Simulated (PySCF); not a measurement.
Vertical excitations of a molecule CH6FNOSi2 from TDA-ωB97X/def2-SVPD in PySCF 2.14.0, as energy in eV (oscillator strength): 6.01 (0.028), 6.45 (0.005), 6.89 (0.026), 7.04 (0.070), 7.30 (0.015), 7.50 (0.104), 7.53 (0.122), 7.78 (0.037), 7.83 (0.084), 8.07 (0.061). Lowest triplet (TDA): 5.11 eV. Geometry optimised at PBE0-D3(BJ)/def2-SVP. The values are those of a single conformer.

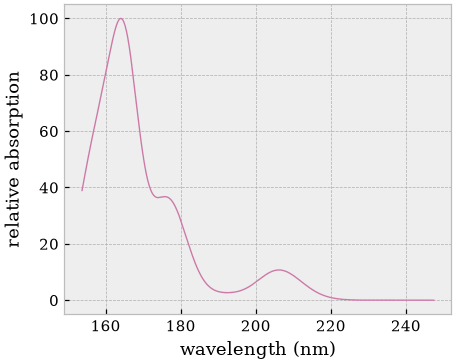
The lines broadened by 0.4 eV.

**Question.** Pick the molecule that these values belong to.
A. N[Si@@H]1O[SiH2][C@@H]1F
B. O[Si@H]1N[SiH2][C@@H]1F
C. F[Si@@H]1CN[SiH2]O1
D. N[Si@@H]1OC[Si@@H]1F

**Answer.** D, N[Si@@H]1OC[Si@@H]1F
